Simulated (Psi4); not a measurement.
**singlet CHClI+: levels of theory compared**

We compute a comparison of 5 runs (CAM-B3LYP/def2-SVP, M06-2X/def2-SVP, wB97X/def2-SVP, OMP2/def2-SVP, MP3/def2-SVP) of singlet CHClI+. 

The calculation is run with Psi4 1.11.

2 further runs of the same task are left out: 2 that didn't finish.

### Step 1. Starting point

CHClI+ has 4 atoms, charge +1, and is taken as a singlet. SMILES of the parent species: `Cl[CH]I`. Geometry: relaxed at PBE0-D4/def2-TZVP. That shape belongs to the parent species and isn't relaxed for this state.

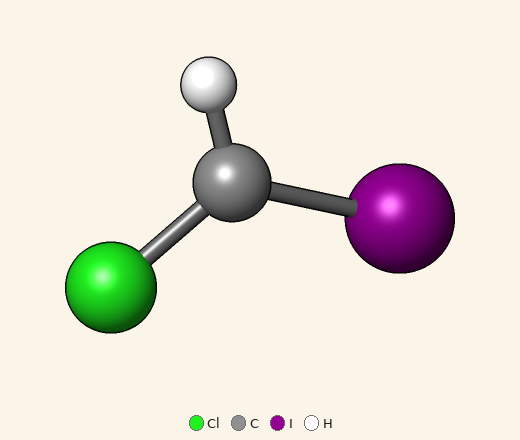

The structure, seen from a chosen angle (chlorine green, carbon grey, iodine purple, hydrogen white).

### Step 2. Energy and forces at CAM-B3LYP/def2-SVP (core potential) (run 1)

Contents of chcli.xyz:

```xyz
4
CHClI
Cl    -1.529900     0.107400    -0.630600
C      0.011600     0.214700     0.044300
I      0.942400    -1.424700     0.835400
H      0.631300     1.042400    -0.269500
```

Contents of run.py:

```python
import numpy as np
from ase.calculators.psi4 import Psi4
from ase.io import read

atoms = read('chcli.xyz')
calc = Psi4(atoms=atoms, method='cam-b3lyp', basis='def2-SVP', memory='1600MB', num_threads=1, charge=1, multiplicity=1, label='psi4-calc')
calc.psi4.set_options({'puream': True, 'e_convergence': 1e-09, 'd_convergence': 1e-08, 'scf_type': 'pk', 'dft_radial_points': 99, 'dft_spherical_points': 590})
atoms.calc = calc

forces = atoms.get_forces()
print(f'energy: {atoms.get_potential_energy():.6f} eV')
print('forces / eV A^-1')
print(np.round(forces, 5))
```

Command:

```console
python run.py
```

psi4-calc.dat:

```text
[...]
    !!!  WARNING: ECP capability is in beta. Please check occupations closely.  !!!
[...]
  Running in c1 symmetry.
[...]
  Nuclear repulsion =  151.461233848312105
[...]
  Multiplicity = 1
[...]
  Nalpha       = 24
  Nbeta        = 24
[...]
    Number of basis functions: 63
[...]
   @RKS iter   1:  -795.92495438500225   -2.68468e+00   6.85615e-03 ADIIS/DIIS
[...]
   @RKS iter  14:  -796.04596450200188   -3.86535e-12   6.18503e-09 DIIS
[...]
    Orbital Energies [Eh]
    ---------------------
    Doubly Occupied:
       1A   -101.865367     2A    -10.659459     3A     -9.818957
       4A     -7.588833     5A     -7.581413     6A     -7.576512
       7A     -7.186194     8A     -5.216258     9A     -5.203707
      10A     -5.195635    11A     -2.263664    12A     -2.260528
      13A     -2.253950    14A     -2.243253    15A     -2.242526
      16A     -1.232535    17A     -1.071099    18A     -0.936809
      19A     -0.793127    20A     -0.736781    21A     -0.693392
      22A     -0.619599    23A     -0.576934    24A     -0.562076
[...]
  @RKS Final Energy:  -796.04596450200188
   => Energetics <=
    Nuclear Repulsion Energy =            151.4612338483121050
    One-Electron Energy =               -1493.7749778418385631
    Two-Electron Energy =                 588.0716136980582860
    DFT Exchange-Correlation Energy =     -41.8038342065336508
    Empirical Dispersion Energy =           0.0000000000000000
    VV10 Nonlocal Energy =                  0.0000000000000000
    Total Energy =                       -796.0459645020018797
[...]
 Multipole Moments:
 ------------------------------------------------------------------------------------
     Multipole            Electronic (a.u.)      Nuclear  (a.u.)        Total (a.u.)
 ------------------------------------------------------------------------------------
 L = 1.  Multiply by 2.5417464519 to convert [e a0] to [Debye]
 Dipole X            :         38.3568564          -38.7093532           -0.3524968
 Dipole Y            :        -31.4245011           32.3691052            0.9446040
 Dipole Z            :         24.8665194          -25.3938053           -0.5272859
 Magnitude           :                                                    1.1377878
[...]
  -Total Gradient:
     Atom            X                  Y                   Z
    ------   -----------------  -----------------  -----------------
       1       -0.028140348948    -0.009337817664    -0.019163436484
       2        0.022302893527     0.048897349846     0.022263779892
       3        0.009998584239    -0.021532677827     0.001850441866
       4       -0.004165813113    -0.018025815942    -0.004942413424
[...]
```

On the terminal:

```text
energy: -21661.514033 eV
forces / eV A^-1
[[ 1.44703  0.48017  0.98542]
 [-1.14686 -2.5144  -1.14485]
 [-0.51415  1.10725 -0.09515]
 [ 0.21421  0.92692  0.25415]]
```

Run time: 14 s. Hardware: 1 thread of Intel Xeon Platinum 8375C at 2.90GHz (Ice Lake), shared host; peak memory 0.6 GiB.

### Step 3. The energy at M06-2X/def2-SVP (core potential) (run 2)

Contents of job.json:

```json
{
 "schema_name": "qcschema_input",
 "schema_version": 1,
 "molecule": {
  "schema_name": "qcschema_molecule",
  "schema_version": 2,
  "symbols": ["Cl", "C", "I", "H"],
  "geometry": [-2.891092, 0.20295659, -1.19166129, 0.02192082, 0.4057242, 0.08371487, 1.7808779, -2.69229281, 1.5786772, 1.1929841, 1.96985051, -0.50928119],
  "molecular_charge": 1,
  "molecular_multiplicity": 1,
  "fix_symmetry": "c1",
  "fix_com": true,
  "fix_orientation": true
 },
 "driver": "energy",
 "model": {
  "method": "m06-2x",
  "basis": "def2-SVP"
 },
 "keywords": {
  "puream": true,
  "e_convergence": 1e-09,
  "d_convergence": 1e-08,
  "scf_type": "pk",
  "dft_radial_points": 99,
  "dft_spherical_points": 590,
  "scf_properties": ["DIPOLE", "MAYER_INDICES", "WIBERG_LOWDIN_INDICES"]
 }
}
```

Command:

```console
psi4 --qcschema job.json -n 1 --memory 1600MB
```

stdout:

```text
[...]
    !!!  WARNING: ECP capability is in beta. Please check occupations closely.  !!!
[...]
  Running in c1 symmetry.
[...]
  Nuclear repulsion =  151.461233947679631
[...]
  Multiplicity = 1
[...]
  Nalpha       = 24
  Nbeta        = 24
[...]
    Number of basis functions: 63
[...]
   @RKS iter   1:  -795.86618513326346   -2.69745e+00   5.82966e-03 DIIS/ADIIS
[...]
   @RKS iter  13:  -795.94214331892169   -4.32010e-12   6.74538e-09 DIIS
[...]
    Orbital Energies [Eh]
    ---------------------
    Doubly Occupied:
       1A   -102.928180     2A    -10.959681     3A    -10.097548
       4A     -7.823712     5A     -7.818779     6A     -7.815563
       7A     -7.371953     8A     -5.368893     9A     -5.357041
      10A     -5.350110    11A     -2.337795    12A     -2.334256
      13A     -2.328622    14A     -2.318613    15A     -2.318067
      16A     -1.249125    17A     -1.079922    18A     -0.945424
      19A     -0.793321    20A     -0.735033    21A     -0.694081
      22A     -0.620984    23A     -0.576102    24A     -0.560841
[...]
  @RKS Final Energy:  -795.94214331892169
   => Energetics <=
    Nuclear Repulsion Energy =            151.4612339476796308
    One-Electron Energy =               -1493.6794212846305072
    Two-Electron Energy =                 572.9563182327332242
    DFT Exchange-Correlation Energy =     -26.6802742147039602
    Empirical Dispersion Energy =           0.0000000000000000
    VV10 Nonlocal Energy =                  0.0000000000000000
    Total Energy =                       -795.9421433189216941
[...]
 Multipole Moments:
 ------------------------------------------------------------------------------------
     Multipole            Electronic (a.u.)      Nuclear  (a.u.)        Total (a.u.)
 ------------------------------------------------------------------------------------
 L = 1.  Multiply by 2.5417464519 to convert [e a0] to [Debye]
 Dipole X            :          3.6780860           -3.3021075            0.3759785
 Dipole Y            :         58.5380442          -59.4528625           -0.9148184
 Dipole Z            :        -18.8260436           19.2016961            0.3756525
 Magnitude           :                                                    1.0580015
[...]
```

The result, in JSON:

```text
{
 "driver": "energy",
 "model": {
  "method": "m06-2x",
  "basis": "def2-SVP"
 },
 "success": true,
 "return_result": -795.9421433189217,
 "properties": {
  "calcinfo_nbasis": 63,
  "calcinfo_nmo": 63,
  "calcinfo_nalpha": 24,
  "calcinfo_nbeta": 24,
  "calcinfo_natom": 4,
  "nuclear_repulsion_energy": 151.46123394767963,
  "return_energy": -795.9421433189217,
  "scf_one_electron_energy": -1493.6794212846305,
  "scf_two_electron_energy": 572.9563182327332,
  "scf_xc_energy": -26.68027421470396,
  "scf_dipole_moment": [0.3759784921040321, -0.9148183534927128, 0.3756525318741346],
  "scf_total_energy": -795.9421433189217,
  "scf_iterations": 13
 }
}
```

Run time: 13 s. Hardware: 1 thread of Intel Xeon Platinum 8375C at 2.90GHz (Ice Lake), shared host; peak memory 1.1 GiB.

Runs 3 to 4 aren't shown in full; the table further down has their settings and results.

### Step 4. A single-point energy at MP3/def2-SVP (core potential) (run 5)

Contents of input.inp:

```
memory 1600 MB

molecule molecule1 {
  1 1
  Cl
  C 1 r2
  I 2 r3 1 a3
  H 2 r4 1 a4 3 d4

  r2 = 1.686187
  r3 = 2.044471
  a3 = 121.33628
  r4 = 1.080549
  a4 = 117.18093
  d4 = 157.71685
  symmetry c1
  no_reorient
  no_com
}

set {
  basis           def2-SVP
  reference       rhf
  puream          true
  e_convergence   1e-09
  d_convergence   1e-08
  scf_type        pk
  num_frozen_docc 10
  mp_type         conv
}

e = energy("mp3")
print_variables()
```

Command:

```console
psi4 input.inp input.out -n 1
```

input.out:

```text
[...]
    !!!  WARNING: ECP capability is in beta. Please check occupations closely.  !!!
[...]
  Running in c1 symmetry.
[...]
  Nuclear repulsion =  151.461207961609830
[...]
  Multiplicity = 1
[...]
  Nalpha       = 24
  Nbeta        = 24
[...]
    Number of basis functions: 63
[...]
   @RHF iter   1:  -793.98132002256352   -3.22068e+00   5.26678e-03 ADIIS/DIIS
[...]
   @RHF iter  14:  -794.05708641064257   -3.63798e-12   7.54633e-09 DIIS
[...]
    Orbital Energies [Eh]
    ---------------------
    Doubly Occupied:
       1A   -105.088752     2A    -11.672812     3A    -10.850333
       4A     -8.324764     5A     -8.321447     6A     -8.320331
       7A     -8.002330     8A     -5.860803     9A     -5.847433
      10A     -5.842750    11A     -2.557556    12A     -2.552335
      13A     -2.547431    14A     -2.533674    15A     -2.533355
      16A     -1.435023    17A     -1.214124    18A     -1.067196
      19A     -0.895255    20A     -0.812855    21A     -0.759009
      22A     -0.695337    23A     -0.617548    24A     -0.610560
[...]
  @RHF Final Energy:  -794.05708641064257
   => Energetics <=
    Nuclear Repulsion Energy =            151.4612079616098299
    One-Electron Energy =               -1493.1105575517049147
    Two-Electron Energy =                 547.5922631794524023
    Total Energy =                       -794.0570864106425688
[...]
 Multipole Moments:
 ------------------------------------------------------------------------------------
     Multipole            Electronic (a.u.)      Nuclear  (a.u.)        Total (a.u.)
 ------------------------------------------------------------------------------------
 L = 1.  Multiply by 2.5417464519 to convert [e a0] to [Debye]
 Dipole X            :         -0.3651875            0.4942716            0.1290841
 Dipole Y            :        -34.8237047           36.0447654            1.2210607
 Dipole Z            :         43.0656124          -43.4919529           -0.4263406
 Magnitude           :                                                    1.2997762
[...]
	SCS-MP2 Total Energy (a.u.)        :  -794.42747266060292
	SOS-MP2 Total Energy (a.u.)        :  -794.42051144642392
[...]
	SOS-PI-MP2 Total Energy (a.u.)     :  -794.44846721840713
[...]
	MP2 Total Energy (a.u.)            :  -794.44139508896092
[...]
	SCS-MP3 Total Energy (a.u.)        :  -794.43196995092853
[...]
	MP3 Total Energy (a.u.)            :  -794.45938425026327
[...]
```

Run time: 4.2 s. Hardware: 1 thread of Intel Xeon Platinum 8375C at 2.90GHz (Ice Lake), shared host; peak memory 0.27 GiB.

### Step 5. All runs side by side

```csv
run,level,task,properties,energy (Eh),HOMO energy (eV),LUMO energy (eV),HOMO–LUMO gap (eV),wall time
1,CAM-B3LYP/def2-SVP (core potential),gradient,–,-796.045965,-15.29,-9.18,6.12,14 s
2,M06-2X/def2-SVP (core potential),energy,"(dipole, mayer, wiberg)",-795.942143,-15.26,-9.53,5.73,13 s
3,wB97X/def2-SVP (core potential),gradient,–,-796.088840,-16.31,-8.24,8.06,14 s
4,"OMP2/def2-SVP (core potential, density fitting for correlation)",energy,–,-794.457744,-16.61,-6.71,9.91,24 s
5,MP3/def2-SVP (core potential),energy,–,-794.459384,-16.61,-6.71,9.91,4.2 s
```

### Step 6. Outcome

| quantity | value |
| --- | --- |
| run 5: total energy | -794.45938 Eh |
| run 5: HOMO energy (Hartree–Fock orbitals) | -16.61 eV |
| run 5: LUMO energy (Hartree–Fock orbitals) | -6.71 eV |
| run 5: HOMO–LUMO gap (Hartree–Fock orbitals) | 9.91 eV |
| run 5: correlation energy (10 core orbitals frozen) | -402.3 mEh |

In words: Over runs 1, 2, 3 the HOMO–LUMO gap runs from 5.73 eV (M06-2X/def2-SVP) to 8.06 eV (wB97X/def2-SVP). Totals of different functionals can't be ranked against each other. All runs together took 71 s, the longest 24 s.
